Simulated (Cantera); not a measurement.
Feed: 1 mol MgO, 4.9 mol HCl, 1.1 mol O₂, equilibrated at 743 Torr.

These are equilibrium values from Cantera (NASA tables, ideal gas, pure condensed phases), not measurements of a reactor. Candidate condensed phases: H₂O, Mg, MgCl₂, MgO, Mg(OH)₂; 22 gas species. Equilibrium is a limit: real reactors are often held back by kinetics, nucleation or transport.

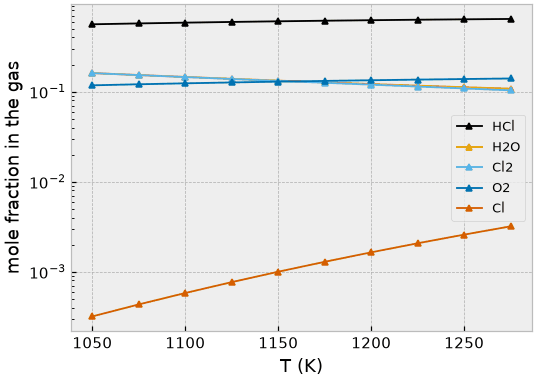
*Equilibrium gas composition (values under 1e-9 drawn at 1e-9)*

From 1050 K to 1275 K the condensed part is MgO(s). The main Mg-bearing gas is MgCl₂ throughout. The share of Mg in condensed phases is highest at 1050 K (100.0 %) and lowest at 1275 K (98.3 %).
